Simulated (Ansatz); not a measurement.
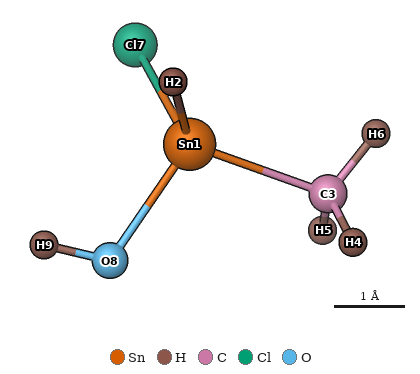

Fig. 1: The starting structure (ball-and-stick view, seen at a tilt; atoms are numbered from 1 in the order of the input). Sticks mark near contacts. Bond lengths as drawn: Cl–Sn 2.40 Å, C–H 1.11 Å, C–Sn 2.17 Å, H–O 0.98 Å, H–Sn 1.74 Å and O–Sn 2.02 Å.

**CH5ClOSn: nudged elastic band (part 1 of 2)**

- system: CH5ClOSn
- method: RKS BLYP-D4/def2-SVP (Ansatz 0.2.0)

The run did not end well. It belongs to a series of runs on one base structure; here: band between the two ends.

Output:
```
Engine: ansatz 0.2.0, aarch64-unknown-linux-gnu
Functional definition: BLYP
  parameter beta = 0.0042
  parameter a = 0.04918
  parameter b = 0.132
  parameter c = 0.2533
  parameter d = 0.349
  exchange = b88_x(beta = beta)
  correlation = lyp_c(a = a, b = b, c = c, d = d)
1077 factors; their error is unknown
mean field evaluation 1: about -21497.3706 eV, gradient 8.1e1 eV
mean field evaluation 2: about -21384.4285 eV, gradient 2.0e2 eV
mean field evaluation 4: about -21510.9390 eV, gradient 1.8e1 eV
mean field evaluation 8: about -21511.7738 eV, gradient 2.4e-1 eV
mean field evaluation 16: about -21511.7403 eV, gradient 3.4e-4 eV
mean field -21511.74031201 eV, -790.5418752851 hartree, gradient 3.8e-5 eV, S^2 0.000000; 0 other end points of the search recorded, 0 dependent functions left out
the calculation of the forces begins
reference -21511.74066356 eV, -790.5418882044 hartree; 29, 29 occupied and 68, 68 virtual orbitals, 1077 factors
1077 factors; their error is unknown
mean field evaluation 32: about -21512.8096 eV, gradient 1.4e-2 eV
mean field -21512.80955169 eV, -790.5811691185 hartree, gradient 2.0e-5 eV, S^2 0.000000; 0 other end points of the search recorded, 0 dependent functions left out
[... from here on the field's lines of each further geometry are left out, up to the last ...]
NEB iter   1: max|band force component| = 7.428e0 eV/Å  barrier→ = 3.9753 eV  barrier← = 5.0440 eV  CI = image 4  Δτ_max = 0.1329 Å  (295 SCF iters)
NEB iter   2: max|band force component| = 4.099e0 eV/Å  barrier→ = 3.8602 eV  barrier← = 4.9288 eV  CI = image 4  Δτ_max = 0.0481 Å  (229 SCF iters)
NEB iter   3: max|band force component| = 3.370e0 eV/Å  barrier→ = 3.9173 eV  barrier← = 4.9860 eV  CI = image 4  Δτ_max = 0.1814 Å  (214 SCF iters)
NEB iter   4: max|band force component| = 2.451e0 eV/Å  barrier→ = 3.7317 eV  barrier← = 4.8004 eV  CI = image 4  Δτ_max = 0.0880 Å  (239 SCF iters)
NEB iter   5: max|band force component| = 1.738e0 eV/Å  barrier→ = 3.5282 eV  barrier← = 4.5968 eV  CI = image 4  Δτ_max = 0.1152 Å  (223 SCF iters)
NEB iter   6: max|band force component| = 2.318e0 eV/Å  barrier→ = 3.3342 eV  barrier← = 4.4029 eV  CI = image 4  Δτ_max = 0.0371 Å  (221 SCF iters)
NEB iter   7: max|band force component| = 9.819e-1 eV/Å  barrier→ = 3.1494 eV  barrier← = 4.2181 eV  CI = image 4  Δτ_max = 0.0460 Å  (218 SCF iters)
NEB iter   8: max|band force component| = 1.971e0 eV/Å  barrier→ = 3.0622 eV  barrier← = 4.1309 eV  CI = image 4  Δτ_max = 0.0298 Å  (215 SCF iters)
NEB iter   9: max|band force component| = 1.024e0 eV/Å  barrier→ = 2.9743 eV  barrier← = 4.0430 eV  CI = image 4  Δτ_max = 0.0433 Å  (217 SCF iters)
NEB iter  10: max|band force component| = 1.371e0 eV/Å  barrier→ = 2.9338 eV  barrier← = 4.0025 eV  CI = image 4  Δτ_max = 0.0221 Å  (214 SCF iters)
NEB iter  11: max|band force component| = 7.996e-1 eV/Å  barrier→ = 2.8562 eV  barrier← = 3.9249 eV  CI = image 4  Δτ_max = 0.0312 Å  (212 SCF iters)
NEB iter  12: max|band force component| = 1.482e0 eV/Å  barrier→ = 2.8298 eV  barrier← = 3.8985 eV  CI = image 4  Δτ_max = 0.0223 Å  (213 SCF iters)
NEB iter  13: max|band force component| = 7.331e-1 eV/Å  barrier→ = 2.7803 eV  barrier← = 3.8489 eV  CI = image 4  Δτ_max = 0.0291 Å  (211 SCF iters)
NEB iter  14: max|band force component| = 1.010e0 eV/Å  barrier→ = 2.7672 eV  barrier← = 3.8359 eV  CI = image 4  Δτ_max = 0.0179 Å  (216 SCF iters)
NEB iter  15: max|band force component| = 7.048e-1 eV/Å  barrier→ = 2.7205 eV  barrier← = 3.7892 eV  CI = image 4  Δτ_max = 0.0261 Å  (201 SCF iters)
NEB iter  16: max|band force component| = 1.188e0 eV/Å  barrier→ = 2.7097 eV  barrier← = 3.7784 eV  CI = image 4  Δτ_max = 0.0178 Å  (207 SCF iters)
NEB iter  17: max|band force component| = 6.280e-1 eV/Å  barrier→ = 2.6766 eV  barrier← = 3.7453 eV  CI = image 4  Δτ_max = 0.0224 Å  (204 SCF iters)
NEB iter  18: max|band force component| = 8.343e-1 eV/Å  barrier→ = 2.6708 eV  barrier← = 3.7394 eV  CI = image 4  Δτ_max = 0.0148 Å  (209 SCF iters)
NEB iter  19: max|band force component| = 5.726e-1 eV/Å  barrier→ = 2.6410 eV  barrier← = 3.7097 eV  CI = image 4  Δτ_max = 0.0209 Å  (202 SCF iters)
NEB iter  20: max|band force component| = 9.733e-1 eV/Å  barrier→ = 2.6356 eV  barrier← = 3.7043 eV  CI = image 4  Δτ_max = 0.0146 Å  (208 SCF iters)
NEB iter  21: max|band force component| = 5.003e-1 eV/Å  barrier→ = 2.6124 eV  barrier← = 3.6810 eV  CI = image 4  Δτ_max = 0.0165 Å  (202 SCF iters)
NEB iter  22: max|band force component| = 6.742e-1 eV/Å  barrier→ = 2.6088 eV  barrier← = 3.6775 eV  CI = image 4  Δτ_max = 0.0123 Å  (196 SCF iters)
NEB iter  23: max|band force component| = 4.473e-1 eV/Å  barrier→ = 2.5893 eV  barrier← = 3.6579 eV  CI = image 4  Δτ_max = 0.0166 Å  (201 SCF iters)
NEB iter  24: max|band force component| = 8.082e-1 eV/Å  barrier→ = 2.5859 eV  barrier← = 3.6546 eV  CI = image 4  Δτ_max = 0.0128 Å  (200 SCF iters)
NEB iter  25: max|band force component| = 3.920e-1 eV/Å  barrier→ = 2.5691 eV  barrier← = 3.6378 eV  CI = image 4  Δτ_max = 0.0131 Å  (194 SCF iters)
NEB iter  26: max|band force component| = 5.429e-1 eV/Å  barrier→ = 2.5664 eV  barrier← = 3.6351 eV  CI = image 4  Δτ_max = 0.0104 Å  (197 SCF iters)
NEB iter  27: max|band force component| = 3.745e-1 eV/Å  barrier→ = 2.5531 eV  barrier← = 3.6218 eV  CI = image 4  Δτ_max = 0.0152 Å  (194 SCF iters)
NEB iter  28: max|band force component| = 6.788e-1 eV/Å  barrier→ = 2.5507 eV  barrier← = 3.6193 eV  CI = image 4  Δτ_max = 0.0114 Å  (206 SCF iters)
NEB iter  29: max|band force component| = 3.517e-1 eV/Å  barrier→ = 2.5381 eV  barrier← = 3.6067 eV  CI = image 4  Δτ_max = 0.0111 Å  (187 SCF iters)
NEB iter  30: max|band force component| = 4.388e-1 eV/Å  barrier→ = 2.5357 eV  barrier← = 3.6044 eV  CI = image 4  Δτ_max = 0.0089 Å  (195 SCF iters)
NEB iter  31: max|band force component| = 3.343e-1 eV/Å  barrier→ = 2.5263 eV  barrier← = 3.5950 eV  CI = image 4  Δτ_max = 0.0138 Å  (191 SCF iters)
NEB iter  32: max|band force component| = 6.186e-1 eV/Å  barrier→ = 2.5242 eV  barrier← = 3.5929 eV  CI = image 4  Δτ_max = 0.0104 Å  (206 SCF iters)
NEB iter  33: max|band force component| = 3.124e-1 eV/Å  barrier→ = 2.5144 eV  barrier← = 3.5831 eV  CI = image 4  Δτ_max = 0.0092 Å  (184 SCF iters)
NEB iter  34: max|band force component| = 3.743e-1 eV/Å  barrier→ = 2.5123 eV  barrier← = 3.5810 eV  CI = image 4  Δτ_max = 0.0078 Å  (196 SCF iters)
NEB iter  35: max|band force component| = 2.969e-1 eV/Å  barrier→ = 2.5054 eV  barrier← = 3.5740 eV  CI = image 4  Δτ_max = 0.0125 Å  (190 SCF iters)
NEB iter  36: max|band force component| = 5.878e-1 eV/Å  barrier→ = 2.5035 eV  barrier← = 3.5722 eV  CI = image 4  Δτ_max = 0.0097 Å  (206 SCF iters)
NEB iter  37: max|band force component| = 2.771e-1 eV/Å  barrier→ = 2.4955 eV  barrier← = 3.5642 eV  CI = image 4  Δτ_max = 0.0077 Å  (188 SCF iters)
NEB iter  38: max|band force component| = 3.397e-1 eV/Å  barrier→ = 2.4936 eV  barrier← = 3.5623 eV  CI = image 4  Δτ_max = 0.0070 Å  (197 SCF iters)
NEB iter  39: max|band force component| = 2.641e-1 eV/Å  barrier→ = 2.4883 eV  barrier← = 3.5570 eV  CI = image 4  Δτ_max = 0.0113 Å  (183 SCF iters)
NEB iter  40: max|band force component| = 5.676e-1 eV/Å  barrier→ = 2.4865 eV  barrier← = 3.5552 eV  CI = image 4  Δτ_max = 0.0092 Å  (206 SCF iters)
NEB iter  41: max|band force component| = 2.466e-1 eV/Å  barrier→ = 2.4799 eV  barrier← = 3.5485 eV  CI = image 4  Δτ_max = 0.0064 Å  (189 SCF iters)
NEB iter  42: max|band force component| = 3.124e-1 eV/Å  barrier→ = 2.4781 eV  barrier← = 3.5468 eV  CI = image 4  Δτ_max = 0.0063 Å  (193 SCF iters)
NEB iter  43: max|band force component| = 2.360e-1 eV/Å  barrier→ = 2.4739 eV  barrier← = 3.5426 eV  CI = image 4  Δτ_max = 0.0104 Å  (184 SCF iters)
NEB iter  44: max|band force component| = 5.546e-1 eV/Å  barrier→ = 2.4722 eV  barrier← = 3.5409 eV  CI = image 4  Δτ_max = 0.0089 Å  (205 SCF iters)
NEB iter  45: max|band force component| = 2.208e-1 eV/Å  barrier→ = 2.4665 eV  barrier← = 3.5351 eV  CI = image 4  Δτ_max = 0.0053 Å  (187 SCF iters)
NEB iter  46: max|band force component| = 2.903e-1 eV/Å  barrier→ = 2.4649 eV  barrier← = 3.5336 eV  CI = image 4  Δτ_max = 0.0058 Å  (178 SCF iters)
NEB iter  47: max|band force component| = 2.121e-1 eV/Å  barrier→ = 2.4614 eV  barrier← = 3.5301 eV  CI = image 4  Δτ_max = 0.0097 Å  (183 SCF iters)
NEB iter  48: max|band force component| = 5.465e-1 eV/Å  barrier→ = 2.4598 eV  barrier← = 3.5284 eV  CI = image 4  Δτ_max = 0.0087 Å  (205 SCF iters)
NEB iter  49: max|band force component| = 1.989e-1 eV/Å  barrier→ = 2.4547 eV  barrier← = 3.5234 eV  CI = image 4  Δτ_max = 0.0045 Å  (187 SCF iters)
NEB iter  50: max|band force component| = 2.718e-1 eV/Å  barrier→ = 2.4533 eV  barrier← = 3.5219 eV  CI = image 4  Δτ_max = 0.0054 Å  (168 SCF iters)
NEB iter  51: max|band force component| = 1.971e-1 eV/Å  barrier→ = 2.4504 eV  barrier← = 3.5191 eV  CI = image 4  Δτ_max = 0.0091 Å  (183 SCF iters)
NEB iter  52: max|band force component| = 5.413e-1 eV/Å  barrier→ = 2.4488 eV  barrier← = 3.5174 eV  CI = image 4  Δτ_max = 0.0086 Å  (205 SCF iters)
NEB iter  53: max|band force component| = 1.802e-1 eV/Å  barrier→ = 2.4442 eV  barrier← = 3.5129 eV  CI = image 4  Δτ_max = 0.0038 Å  (187 SCF iters)
NEB iter  54: max|band force component| = 2.559e-1 eV/Å  barrier→ = 2.4429 eV  barrier← = 3.5115 eV  CI = image 4  Δτ_max = 0.0050 Å  (166 SCF iters)
NEB iter  55: max|band force component| = 1.893e-1 eV/Å  barrier→ = 2.4404 eV  barrier← = 3.5091 eV  CI = image 4  Δτ_max = 0.0086 Å  (182 SCF iters)
NEB iter  56: max|band force component| = 5.375e-1 eV/Å  barrier→ = 2.4388 eV  barrier← = 3.5075 eV  CI = image 4  Δτ_max = 0.0085 Å  (206 SCF iters)
NEB iter  57: max|band force component| = 1.766e-1 eV/Å  barrier→ = 2.4347 eV  barrier← = 3.5034 eV  CI = image 4  Δτ_max = 0.0032 Å  (188 SCF iters)
NEB iter  58: max|band force component| = 2.420e-1 eV/Å  barrier→ = 2.4335 eV  barrier← = 3.5021 eV  CI = image 4  Δτ_max = 0.0047 Å  (167 SCF iters)
NEB iter  59: max|band force component| = 1.817e-1 eV/Å  barrier→ = 2.4314 eV  barrier← = 3.5000 eV  CI = image 4  Δτ_max = 0.0082 Å  (172 SCF iters)
the calculation of the forces begins
reference -21512.70990113 eV, -790.5775070280 hartree; 29, 29 occupied and 68, 68 virtual orbitals, 1077 factors
these checks for a lower state are left out or cut short: starts, cluster_reference, orbital_swaps, neighbouring_geometries, increment
1077 factors; their error is unknown
mean field -21512.78187939 eV, -790.5801521802 hartree, gradient 2.2e-5 eV, S^2 0.000000; 0 other end points of the search recorded, 0 dependent functions left out
the calculation of the forces begins
reference -21512.78221553 eV, -790.5801645332 hartree; 29, 29 occupied and 68, 68 virtual orbitals, 1077 factors
NEB iter  60: max|band force component| = 5.341e-1 eV/Å  barrier→ = 2.4298 eV  barrier← = 3.4985 eV  CI = image 4  Δτ_max = 0.0084 Å  (205 SCF iters)
```

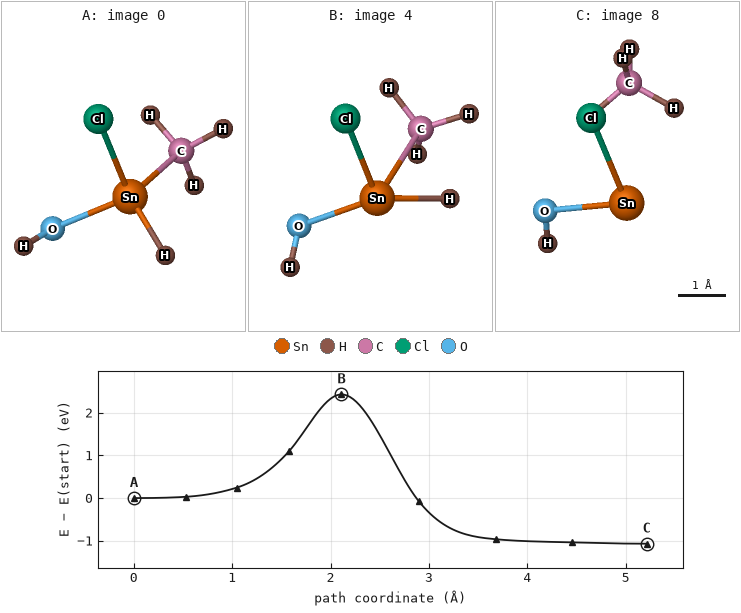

Fig. 2: Images of the last band (counted from 0; ball-and-stick, seen at a tilt) above the energy along the path; the line is a cubic interpolation that uses the forces. The highest image is number 4, 2.430 eV above the start and 3.498 eV above the end (the climbing image); the end lies 1.069 eV below the start. The path is 5.21 Å long. The band had not converged after 60 iterations.
